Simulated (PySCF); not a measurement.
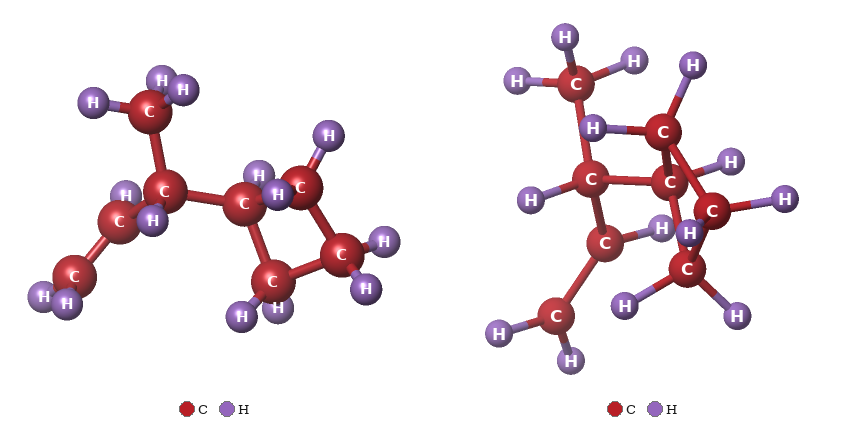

Two views of one molecule.

Describe the molecule.

The molecule is C8H14. As SMILES it reads `C=C[C@H](C)C1CCC1`. Independent rings (smallest set): 1 of 4 members. Among its groups: alkene. This geometry has C1 symmetry. Coordination, clear cases only: 2 C trigonal planar; 2 C tetrahedral.

The parts below concern this one geometry. Atoms keep their numbers from picture to picture. The computed structure is the end point of a PBE0-D3(BJ)/def2-SVP optimisation. No frequency run is at hand to confirm it as a minimum.

### Polarisability

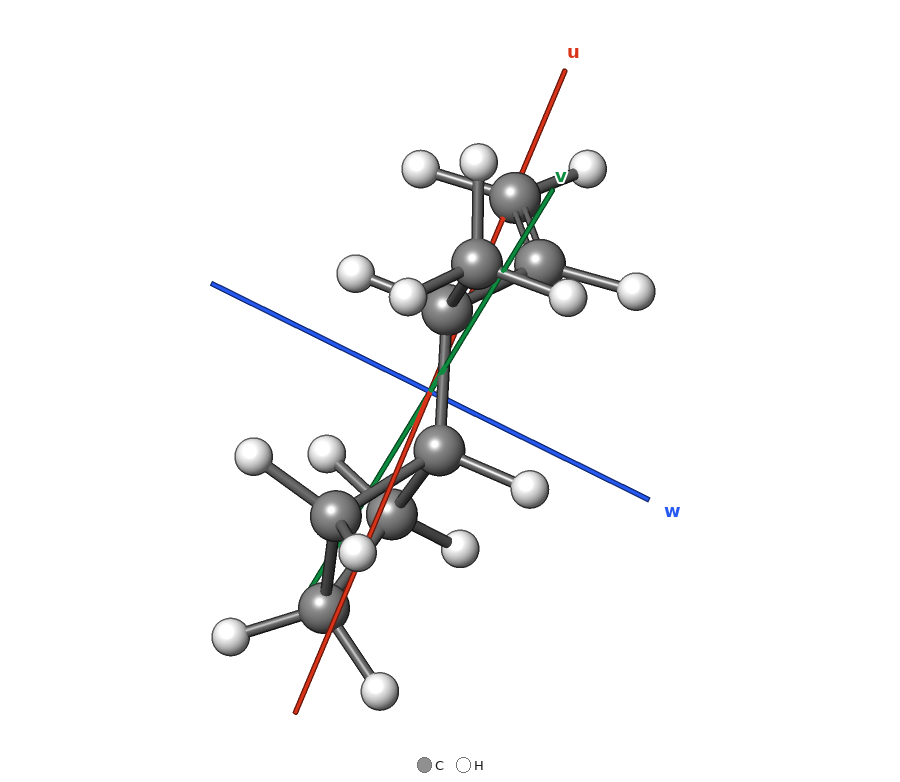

The lines u, v and w are the principal axes of the static dipole polarisability. No frequency run is at hand to confirm it as a minimum. Method: ωB97X-D/def2-SVPD (PySCF 2.14.0).

Question: Along which axis is the molecule most polarisable, and along which least?

Answer: Most along u, least along w.

Question: Give the three principal values.

Answer: u 109.3, v 94.0, w 81.3 bohr³; mean 94.9, anisotropy 24.3 bohr³.

### Ring current

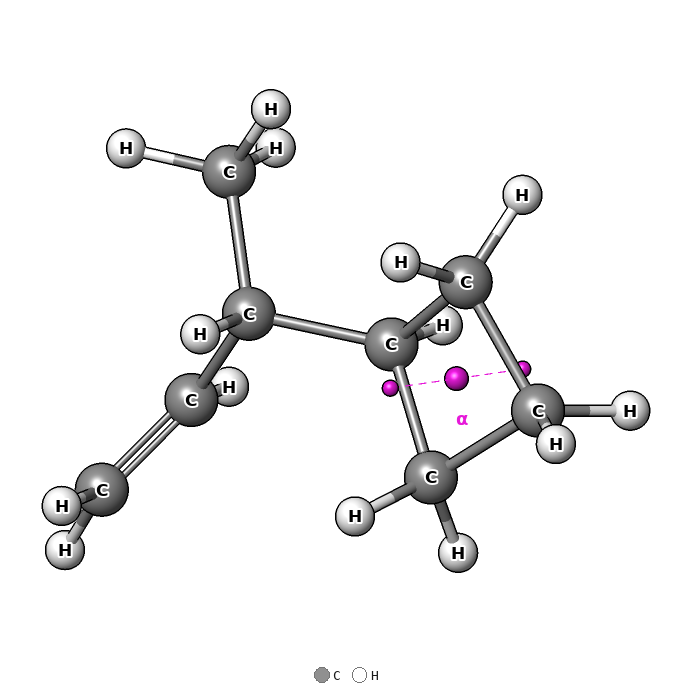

The small points mark where nucleus-independent chemical shifts (NICS) were computed: at the centre of each lettered ring and 1 Å above and below it. No frequency run is at hand to confirm it as a minimum. Properties computed with GIAO PBE0/pcSseg-1 NMR shielding, non-relativistic, gas phase (PySCF 2.14.0).

Give NICS(0), NICS(1) and the out-of-plane component NICS(1)zz for each ring (means of the two sides).

| ring | members | NICS(0) | NICS(1) | NICS(1)zz |
| --- | --- | --- | --- | --- |
| α | C4 | −2.0 | −1.6 | 3.3 |

Values in ppm.

### NMR shielding

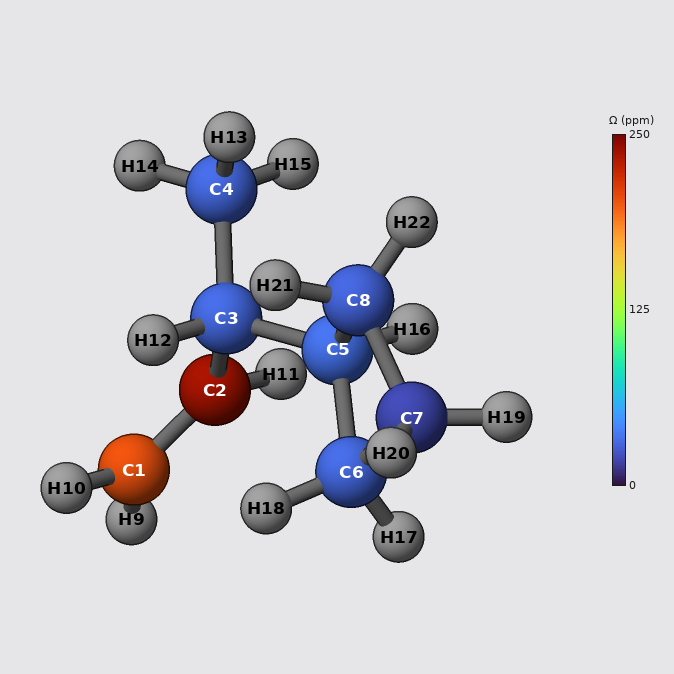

The C atoms are coloured by the span of their shielding tensor. No frequency run is at hand to confirm it as a minimum. Level of theory: GIAO PBE0/pcSseg-1 NMR shielding, non-relativistic, IEF-PCM benzene (PySCF 2.14.0). Principal shieldings σ11 ≤ σ22 ≤ σ33, span Ω = σ33 − σ11, skew κ = 3(σiso − σ22)/Ω.

Question: Which C atom has the most anisotropic shielding?

Answer: C2, with a span of 236 ppm.

Give the shielding tensors of the C atoms.

| atom | σ11 | σ22 | σ33 | σiso | Ω | κ |
| --- | --- | --- | --- | --- | --- | --- |
| C1 | −48.5 | 84.9 | 154.2 | 63.5 | 202.6 | −0.32 |
| C2 | −91.6 | 40.8 | 144.0 | 31.1 | 235.7 | −0.12 |
| C3 | 116.4 | 134.4 | 148.0 | 132.9 | 31.6 | −0.14 |
| C4 | 152.4 | 159.3 | 184.4 | 165.4 | 32.0 | 0.57 |
| C5 | 125.3 | 142.1 | 160.2 | 142.5 | 34.9 | 0.04 |
| C6 | 142.0 | 149.9 | 173.3 | 155.1 | 31.3 | 0.49 |
| C7 | 154.6 | 168.8 | 174.6 | 166.0 | 20.0 | −0.42 |
| C8 | 143.5 | 149.3 | 173.3 | 155.4 | 29.8 | 0.61 |

Shieldings and span in ppm.
